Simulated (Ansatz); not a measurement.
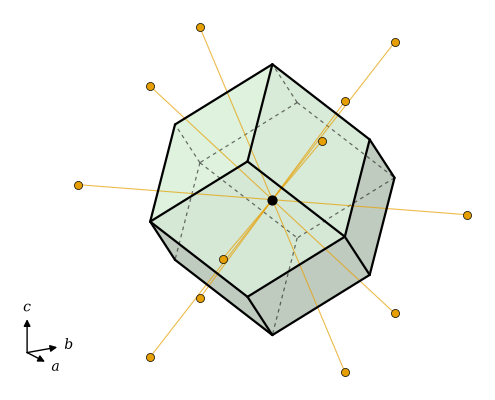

The Wigner–Seitz cell of the crystal's lattice, with lines to the lattice points that define its faces. Crystal: CoO, coordinates from a relaxation with DFT LDA, scalar-relativistic, plane waves, PAW (Ansatz 0.2.0). The drawing is computed from the coordinates (standard cell, symmetry found to 0.002 Å).

a = 4.074 Å, b = 4.074 Å, c = 4.074 Å, α = 90.00°, β = 90.00°, γ = 90.00°; space group No. 225, Fm-3m.

Q: Describe the polyhedron.

A: A rhombic dodecahedron: 12 faces (12 with 4 edges), 24 edges, 14 vertices. Its volume is that of the primitive cell, 16.9 Å³.

Q: Which lattice vectors do the faces bisect?

A:
```json
{"example": "1/2 a + 1/2 b", "length (Å)": "2.88", "faces": "12", "edges of each": "4", "area (Å²)": "2.9"}
```
